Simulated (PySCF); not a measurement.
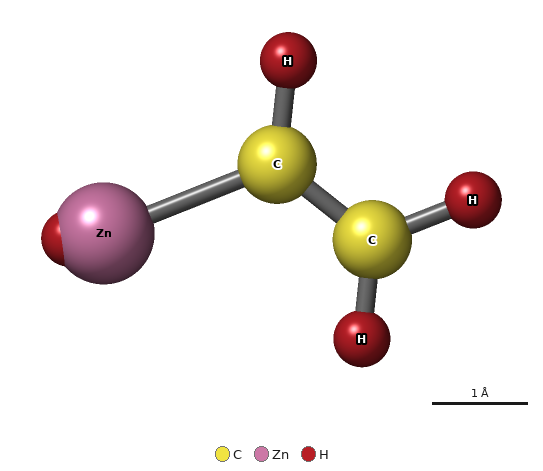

Fig. 1: The starting structure (ball-and-stick view, seen on its broad side). Sticks mark near contacts. Bond lengths as drawn: C–C 1.28 Å, C–H 1.05 to 1.14 Å, C–Zn 1.97 Å and H–Zn 0.36 Å.

# Geometry relaxation of C₂H₄Zn (part 1 of 4)

- system: C₂H₄Zn
- method: HF/STO-6G, RHF, dispersion D4 (PySCF 2.14.0)

The run did not end well. The geometry: force field.

What the program printed:
```
#|     Arguments passed to driver run_optimizer():      |#
convergence_set           GAU_TIGHT
customengine              <pyscf.geomopt.geometric_solver.PySCFEngine object>
maxiter                   100
----------------------------------------------------------
Custom engine selected.
Bonds will be generated from interatomic distances less than 1.20 times sum of covalent radii
21 internal coordinates being used (instead of 21 Cartesians)
Internal coordinate system (atoms numbered from 1):
Distance 1-2
Distance 1-4
Distance 1-5
Distance 2-3
Distance 2-6
Distance 3-7
Angle 2-1-5
Angle 4-1-5
Angle 1-2-6
Angle 3-2-6
LinearAngleX 2-3-7
LinearAngleY 2-3-7
Out-of-Plane 1-2-4-5
Out-of-Plane 2-1-3-6
Dihedral 4-1-2-3
Dihedral 4-1-2-6
Dihedral 5-1-2-3
Dihedral 5-1-2-6
Translation-X 1-7
Translation-Y 1-7
Translation-Z 1-7
Rotation-A 1-7
Rotation-B 1-7
Rotation-C 1-7
<class 'geometric.internal.Distance'> : 6
<class 'geometric.internal.Angle'> : 4
<class 'geometric.internal.LinearAngle'> : 2
<class 'geometric.internal.OutOfPlane'> : 2
<class 'geometric.internal.Dihedral'> : 4
<class 'geometric.internal.TranslationX'> : 1
<class 'geometric.internal.TranslationY'> : 1
<class 'geometric.internal.TranslationZ'> : 1
<class 'geometric.internal.RotationA'> : 1
<class 'geometric.internal.RotationB'> : 1
<class 'geometric.internal.RotationC'> : 1
> ===== Optimization Info: ====
> Job type: Energy minimization
> Maximum number of optimization cycles: 100
> Initial / maximum trust radius (Angstrom): 0.100 / 0.300
> Convergence Criteria:
> Will converge when all 5 criteria are reached:
>  |Delta-E| < 1.00e-06
>  RMS-Grad  < 1.00e-05
>  Max-Grad  < 1.50e-05
>  RMS-Disp  < 4.00e-05
>  Max-Disp  < 6.00e-05
> === End Optimization Info ===

Geometry optimization cycle 1
Cartesian coordinates (Angstrom)
 Atom        New coordinates             dX        dY        dZ
   C  -0.866300   0.321800  -0.456900    0.000000  0.000000  0.000000
   C   0.147300   0.323900   0.324900    0.000000  0.000000  0.000000
  Zn   1.381300  -1.209200   0.325700    0.000000  0.000000  0.000000
   H  -1.044700  -0.449200  -1.143800    0.000000  0.000000  0.000000
   H  -1.580000   1.215100  -0.466700    0.000000  0.000000  0.000000
   H   0.364700   1.164100   1.000300    0.000000  0.000000  0.000000
   H   1.659000  -1.434400   0.370900    0.000000  0.000000 -0.000000

WARN: Mole.unit (angstrom) is changed to Bohr

converged SCF energy = -1840.3755548651
--------------- SecondOrderRHF_Scanner gradients ---------------
         x                y                z
0 C     0.0585079175    -0.0816653345     0.0013971225
1 C    -0.0545290346    -0.0020201575    -0.0417767333
2 Zn    18.7272759422   -15.1739556279     3.0536414901
3 H     0.0132001594     0.0198743662     0.0189787556
4 H    -0.0223979703     0.0440045967     0.0086428772
5 H     0.0153668802     0.0069365590     0.0125791319
6 H   -18.7374238945    15.1868255980    -3.0534626439
----------------------------------------------
cycle 1: E = -1840.37555487  dE = -1840.38  norm(grad) = 34.3709
Step    0 : Gradient = 1.299e+01/2.431e+01 (rms/max) Energy = -1840.3755548651
Hessian Eigenvalues: 2.30000e-02 2.73706e-02 2.85987e-02 ... 4.01682e-01 7.30437e-01 1.86603e+05

Geometry optimization cycle 2
Cartesian coordinates (Angstrom)
 Atom        New coordinates             dX        dY        dZ
   C  -0.911361   0.378087  -0.469206   -0.045061  0.056287 -0.012306
   C   0.158374   0.268558   0.291723    0.011074 -0.055342 -0.033177
  Zn   1.476967  -1.238234   0.381763    0.095667 -0.029034  0.056063
   H  -1.190771  -0.371394  -1.195461   -0.146071  0.077806 -0.051661
   H  -1.564658   1.230492  -0.449241    0.015342  0.015392  0.017459
   H   0.327139   1.108597   0.947734   -0.037561 -0.055503 -0.052566
   H   1.765610  -1.444008   0.447088    0.106610 -0.009608  0.076188
converged SCF energy = -1840.38810187729
--------------- SecondOrderRHF_Scanner gradients ---------------
         x                y                z
0 C    -0.0133963961     0.0055658952    -0.0021616320
1 C     0.0067497251     0.0004439138     0.0054773369
2 Zn    19.4581184501   -13.8625425197     4.4072759994
3 H     0.0009912146    -0.0004499035    -0.0023878381
4 H     0.0036702209    -0.0029951970     0.0005706418
5 H     0.0002046579    -0.0038220239    -0.0036796567
6 H   -19.4563378726    13.8637998351    -4.4050948513
----------------------------------------------
cycle 2: E = -1840.38810188  dE = -0.012547  norm(grad) = 34.3565
Step    1 : Displace = 1.056e-01/1.734e-01 (rms/max) Trust = 1.000e-01 (=) Grad = 1.299e+01/2.429e+01 (rms/max) E (change) = -1840.3881018773 (-1.255e-02) Quality = 0.889
Hessian Eigenvalues: 2.30196e-02 2.73931e-02 2.86616e-02 ... 4.13253e-01 7.65982e-01 1.55438e+05

Geometry optimization cycle 3
Cartesian coordinates (Angstrom)
 Atom        New coordinates             dX        dY        dZ
   C  -0.887732   0.386137  -0.468816    0.023629  0.008050  0.000390
   C   0.169701   0.300463   0.314173    0.011327  0.031905  0.022450
  Zn   1.453300  -1.247002   0.353059   -0.023666 -0.008768 -0.028703
   H  -1.166916  -0.402192  -1.160620    0.023855 -0.030798  0.034841
   H  -1.566651   1.209810  -0.483488   -0.001993 -0.020682 -0.034247
   H   0.316693   1.137591   0.985364   -0.010446  0.028993  0.037629
   H   1.742904  -1.452708   0.414728   -0.022706 -0.008700 -0.032359
converged SCF energy = -1840.39230346611
--------------- SecondOrderRHF_Scanner gradients ---------------
         x                y                z
0 C    -0.0124104675     0.0151920574    -0.0029353526
1 C     0.0075509710     0.0027758987     0.0050757798
2 Zn    19.5020060215   -13.8460988804     4.1535740840
3 H    -0.0032724862    -0.0045440815    -0.0025614673
4 H     0.0061400194    -0.0094032432    -0.0011144814
5 H    -0.0008401912    -0.0020571989     0.0009066356
6 H   -19.4991738671    13.8441354480    -4.1529451981
----------------------------------------------
cycle 3: E = -1840.39230347  dE = -0.00420159  norm(grad) = 34.3281
Step    2 : Displace = 4.152e-02/5.219e-02 (rms/max) Trust = 1.414e-01 (+) Grad = 1.297e+01/2.428e+01 (rms/max) E (change) = -1840.3923034661 (-4.202e-03) Quality = 1.742
Hessian Eigenvalues: 2.41698e-02 2.65429e-02 3.60909e-02 ... 4.19661e-01 7.69063e-01 3.30816e+04

Geometry optimization cycle 4
Cartesian coordinates (Angstrom)
 Atom        New coordinates             dX        dY        dZ
   C  -0.788108   0.406010  -0.429765    0.099624  0.019872  0.039051
   C   0.181741   0.361870   0.465857    0.012040  0.061407  0.151685
  Zn   1.332830  -1.295407   0.222669   -0.120471 -0.048404 -0.130390
   H  -1.041746  -0.489082  -1.030519    0.125170 -0.086890  0.130101
   H  -1.541800   1.122115  -0.620421    0.024851 -0.087695 -0.136932
   H   0.262714   1.273821   1.066591   -0.053979  0.136230  0.081228
   H   1.655669  -1.447228   0.279987   -0.087235  0.005480 -0.134742
converged SCF energy = -1840.41957375967
--------------- SecondOrderRHF_Scanner gradients ---------------
         x                y                z
0 C     0.0039228049     0.0544114939     0.0055147854
1 C     0.0044039889     0.0001231189     0.0163314759
2 Zn    21.5290037288   -10.1445750736     3.8055222206
3 H    -0.0140829701    -0.0162972439    -0.0069751011
4 H     0.0058317158    -0.0284977459    -0.0060727489
5 H    -0.0089935467     0.0116150926     0.0013894625
6 H   -21.5200857217    10.1232203579    -3.8157100943
----------------------------------------------
cycle 4: E = -1840.41957376  dE = -0.0272703  norm(grad) = 34.0742
Step    3 : Displace = 1.663e-01/2.023e-01 (rms/max) Trust = 2.000e-01 (+) Grad = 1.288e+01/2.410e+01 (rms/max) E (change) = -1840.4195737597 (-2.727e-02) Quality = 1.499
Hessian Eigenvalues: 2.34511e-02 3.01855e-02 3.44434e-02 ... 4.36184e-01 7.69278e-01 1.68824e+04

Geometry optimization cycle 5
Cartesian coordinates (Angstrom)
 Atom        New coordinates             dX        dY        dZ
   C  -0.639304   0.352187  -0.398961    0.148804 -0.053823  0.030804
   C   0.287254   0.367477   0.555843    0.105513  0.005607  0.089986
  Zn   1.186512  -1.329165   0.081348   -0.146318 -0.033758 -0.141321
   H  -1.074305  -0.544778  -0.936473   -0.032559 -0.055696  0.094046
   H  -1.371419   1.032749  -0.721159    0.170381 -0.089366 -0.100739
   H   0.163213   1.285643   1.157342   -0.099501  0.011821  0.090751
   H   1.509349  -1.232013   0.216460   -0.146320  0.215215 -0.063527
converged SCF energy = -1840.45822560137
--------------- SecondOrderRHF_Scanner gradients ---------------
         x                y                z
0 C     0.0314361306     0.0604619764     0.0151335869
1 C     0.0399550446     0.0187693069     0.0221522623
2 Zn    21.0136360082     6.2373587230     8.7444700684
3 H    -0.0500441618    -0.0080001137    -0.0121748774
4 H     0.0075143771    -0.0481031224    -0.0134983130
5 H    -0.0318369965     0.0134281568     0.0089166408
6 H   -21.0106604023    -6.2739149270    -8.7649993681
----------------------------------------------
cycle 5: E = -1840.4582256  dE = -0.0386518  norm(grad) = 33.3855
Step    4 : Displace = 1.839e-01/2.686e-01 (rms/max) Trust = 2.828e-01 (+) Grad = 1.262e+01/2.361e+01 (rms/max) E (change) = -1840.4582256014 (-3.865e-02) Quality = 1.116
Hessian Eigenvalues: 2.39598e-02 2.99279e-02 3.83326e-02 ... 4.36010e-01 7.69674e-01 8.50909e+03

Geometry optimization cycle 6
Cartesian coordinates (Angstrom)
 Atom        New coordinates             dX        dY        dZ
   C  -0.532220   0.334123  -0.367224    0.107084 -0.018064  0.031737
   C   0.262180   0.379680   0.711106   -0.025075  0.012203  0.155263
  Zn   0.947323  -1.181018  -0.053294   -0.239189  0.148147 -0.134642
   H  -0.824702  -0.700250  -0.752865    0.249603 -0.155472  0.183608
   H  -1.238728   0.947628  -0.833879    0.132692 -0.085121 -0.112720
   H   0.141226   1.335498   1.238436   -0.021987  0.049855  0.081093
   H   1.306220  -1.183562   0.012120   -0.203129  0.048451 -0.204340
converged SCF energy = -1840.53346048088
--------------- SecondOrderRHF_Scanner gradients ---------------
         x                y                z
0 C     0.0123303963     0.0633427922    -0.0141078553
1 C     0.0358481676    -0.0050802949     0.0287727103
2 Zn    22.8897877340    -0.1991571895     4.1367595941
3 H    -0.0197145636    -0.0203268071     0.0048886130
4 H     0.0131357045    -0.0365555280     0.0016279390
5 H    -0.0268368084     0.0110080440     0.0021828614
6 H   -22.9045506304     0.1867689833    -4.1601238625
----------------------------------------------
cycle 6: E = -1840.53346048  dE = -0.0752349  norm(grad) = 32.9099
Step    5 : Displace = 2.350e-01/3.534e-01 (rms/max) Trust = 3.000e-01 (+) Grad = 1.244e+01/2.328e+01 (rms/max) E (change) = -1840.5334604809 (-7.523e-02) Quality = 1.662
Hessian Eigenvalues: 2.45968e-02 3.24206e-02 4.03855e-02 ... 5.73998e-01 8.00389e-01 2.33677e+03

Geometry optimization cycle 7
Cartesian coordinates (Angstrom)
 Atom        New coordinates             dX        dY        dZ
   C  -0.499071   0.321998  -0.368568    0.033149 -0.012126 -0.001344
   C   0.307971   0.388848   0.721754    0.045792  0.009167  0.010648
  Zn   0.854378  -1.091288  -0.064121   -0.092946  0.089730 -0.010827
   H  -0.738843  -0.757640  -0.717481    0.085859 -0.057390  0.035384
   H  -1.227528   0.919530  -0.838794    0.011199 -0.028098 -0.004915
   H   0.148842   1.326045   1.274611    0.007615 -0.009453  0.036175
   H   1.215551  -1.175393  -0.053001   -0.090669  0.008169 -0.065121
converged SCF energy = -1840.7882449117
--------------- SecondOrderRHF_Scanner gradients ---------------
         x                y                z
0 C     0.0062078943     0.0444148599    -0.0255047613
1 C     0.0526234287    -0.0165330291     0.0313601175
2 Zn    21.4050065225    -4.9707603799     0.6257889801
3 H     0.0009973769    -0.0307256125     0.0146031943
4 H     0.0101704069    -0.0253626834    -0.0003814684
5 H    -0.0273677192     0.0103269495     0.0054805998
6 H   -21.4476379100     4.9886398956    -0.6513466620
----------------------------------------------
cycle 7: E = -1840.78824491  dE = -0.254784  norm(grad) = 31.1223
Step    6 : Displace = 8.153e-02/1.288e-01 (rms/max) Trust = 3.000e-01 (=) Grad = 1.176e+01/2.203e+01 (rms/max) E (change) = -1840.7882449117 (-2.548e-01) Quality = 1.697
Hessian Eigenvalues: 2.48047e-02 3.25173e-02 4.14347e-02 ... 7.41904e-01 1.27168e+00 1.64240e+02

Geometry optimization cycle 8
Cartesian coordinates (Angstrom)
 Atom        New coordinates             dX        dY        dZ
   C  -0.658361   0.419907  -0.467455   -0.159291  0.097909 -0.098887
   C   0.296624   0.220412   0.574714   -0.011348 -0.168436 -0.147040
  Zn   1.146019  -1.122113   0.183938    0.291641 -0.030825  0.248060
   H  -1.009563  -0.624069  -0.907766   -0.270720  0.133571 -0.190285
   H  -1.360822   1.203092  -0.697183   -0.133294  0.283562  0.141611
   H   0.100456   1.159247   1.108227   -0.048386 -0.166798 -0.166384
   H   1.546949  -1.324376   0.159924    0.331397 -0.148983  0.212925
converged SCF energy = -1843.1316731995
--------------- SecondOrderRHF_Scanner gradients ---------------
         x                y                z
0 C    -0.0369302440     0.1461808037    -0.0432633842
1 C     0.1345551017    -0.1469855067     0.0410989759
2 Zn    10.0051777209    -4.9033525236    -0.5556604545
3 H    -0.0190111343    -0.0689469054     0.0011896565
4 H    -0.0093974205    -0.0112574864    -0.0076473946
5 H    -0.0445508631     0.0116786645    -0.0133805510
6 H   -10.0298431607     4.9726829538     0.5776631520
----------------------------------------------
cycle 8: E = -1843.1316732  dE = -2.34343  norm(grad) = 15.8173
Step    7 : Displace = 3.197e-01/4.187e-01 (rms/max) Trust = 3.000e-01 (=) Grad = 5.978e+00/1.121e+01 (rms/max) E (change) = -1843.1316731995 (-2.343e+00) Quality = 1.262
Hessian Eigenvalues: 2.48033e-02 3.26298e-02 4.20779e-02 ... 7.50558e-01 1.28321e+00 6.97265e+01

Geometry optimization cycle 9
Cartesian coordinates (Angstrom)
 Atom        New coordinates             dX        dY        dZ
   C  -0.603608   0.317992  -0.420357    0.054754 -0.101915  0.047098
   C   0.245084   0.307995   0.699382   -0.051539  0.087582  0.124668
  Zn   0.999093  -1.106484   0.115124   -0.146926  0.015629 -0.068814
   H  -0.947423  -0.657036  -0.912345    0.062141 -0.032967 -0.004580
   H  -1.256047   1.097246  -0.742057    0.104775 -0.105846 -0.044874
   H   0.130776   1.276166   1.164027    0.030320  0.116919  0.055800
   H   1.493424  -1.303778   0.050626   -0.053524  0.020598 -0.109298
converged SCF energy = -1844.5100519964
--------------- SecondOrderRHF_Scanner gradients ---------------
         x                y                z
0 C    -0.0146727685     0.0615383720    -0.0432807866
1 C     0.0711772064    -0.0174276357     0.0701883405
2 Zn     5.4648067393    -2.1542055557    -0.7178711793
3 H    -0.0183392555    -0.0353159284    -0.0128566728
4 H    -0.0036277106    -0.0163550903     0.0016353737
5 H    -0.0246375235     0.0027907645    -0.0101040588
6 H    -5.4747066875     2.1589750737     0.7122889833
----------------------------------------------
cycle 9: E = -1844.510052  dE = -1.37838  norm(grad) = 8.37735
Step    8 : Displace = 1.361e-01/1.623e-01 (rms/max) Trust = 3.000e-01 (=) Grad = 3.166e+00/5.928e+00 (rms/max) E (change) = -1844.5100519964 (-1.378e+00) Quality = 1.379
Hessian Eigenvalues: 2.48129e-02 3.27853e-02 4.34719e-02 ... 7.49245e-01 1.28624e+00 3.13439e+01

Geometry optimization cycle 10
Cartesian coordinates (Angstrom)
 Atom        New coordinates             dX        dY        dZ
   C  -0.624822   0.467221  -0.557720   -0.021214  0.149229 -0.137362
   C   0.308213   0.312419   0.392245    0.063129  0.004424 -0.307137
  Zn   0.974638  -1.030742   0.142365   -0.024455  0.075742  0.027241
   H  -0.714277  -0.604416  -0.440455    0.233146  0.052619  0.471891
   H  -1.416916   1.179556  -0.832203   -0.160869  0.082311 -0.090145
   H   0.028250   0.992728   1.198142   -0.102526 -0.283438  0.034114
   H   1.506214  -1.384665   0.052025    0.012790 -0.080887  0.001399
converged SCF energy = -1845.24101464534
--------------- SecondOrderRHF_Scanner gradients ---------------
         x                y                z
0 C     0.0010636318     0.0638567771     0.0094127968
1 C     0.0554950143    -0.2090011138    -0.1210668431
2 Zn     2.4661410441    -1.4217093875    -0.4038062112
3 H     0.0710146229     0.0159831468     0.1026258186
4 H    -0.0176289018     0.0110538178    -0.0160436528
5 H    -0.0584098386    -0.0257562863     0.0026781863
6 H    -2.5176755726     1.5655730460     0.4261999054
----------------------------------------------
cycle 10: E = -1845.24101465  dE = -0.730963  norm(grad) = 4.16218
Step    9 : Displace = 2.834e-01/5.130e-01 (rms/max) Trust = 3.000e-01 (=) Grad = 1.573e+00/2.995e+00 (rms/max) E (change) = -1845.2410146453 (-7.310e-01) Quality = 1.154
Hessian Eigenvalues: 2.46030e-02 3.34133e-02 4.93793e-02 ... 7.63908e-01 1.30486e+00 1.16378e+01

Geometry optimization cycle 11
Cartesian coordinates (Angstrom)
 Atom        New coordinates             dX        dY        dZ
   C  -0.685824   0.309675  -0.502101   -0.061003 -0.157545  0.055618
   C   0.257020   0.305088   0.479929   -0.051193 -0.007330  0.087683
  Zn   1.046654  -1.078072   0.300887    0.072016 -0.047330  0.158522
   H  -1.168350  -0.510562  -0.978454   -0.454073  0.093854 -0.537999
   H  -1.287068   1.201365  -0.726407    0.129849  0.021809  0.105796
   H   0.131999   1.107958   1.214656    0.103749  0.115230  0.016514
   H   1.766869  -1.403352   0.165891    0.260654 -0.018687  0.113866
converged SCF energy = -1845.94658221423
--------------- SecondOrderRHF_Scanner gradients ---------------
         x                y                z
0 C     0.0070835313    -0.0494524793    -0.0331605708
1 C     0.0686173362    -0.0138336013     0.0006398282
2 Zn     0.9921615158    -0.3901915276    -0.2086503012
3 H    -0.0190771794     0.0211527628     0.0175293920
4 H    -0.0102598351     0.0066057534    -0.0069651625
5 H    -0.0244312693    -0.0036966618     0.0271218933
6 H    -1.0140940996     0.4294157539     0.2034849210
----------------------------------------------
cycle 11: E = -1845.94658221  dE = -0.705568  norm(grad) = 1.56382
Step   10 : Displace = 3.160e-01/6.867e-01 (rms/max) Trust = 3.000e-01 (=) Grad = 5.911e-01/1.120e+00 (rms/max) E (change) = -1845.9465822142 (-7.056e-01) Quality = 0.900
Hessian Eigenvalues: 2.47805e-02 3.43384e-02 4.94265e-02 ... 7.77926e-01 1.39008e+00 6.16333e+00

Geometry optimization cycle 12
Cartesian coordinates (Angstrom)
 Atom        New coordinates             dX        dY        dZ
   C  -0.667175   0.483363  -0.591935    0.018649  0.173688 -0.089834
   C   0.029275   0.134129   0.500034   -0.227745 -0.170960  0.020106
  Zn   0.994356  -1.357365   0.340646   -0.052298 -0.279293  0.039760
   H  -1.035696  -0.498565  -0.905545    0.132653  0.011997  0.072909
   H  -1.365889   1.290815  -0.690321   -0.078821  0.089451  0.036086
   H   0.243046   0.998250   1.107181    0.111047 -0.109708 -0.107475
   H   1.863384  -1.118526   0.194340    0.096515  0.284825  0.028449
converged SCF energy = -1846.09020876732
```
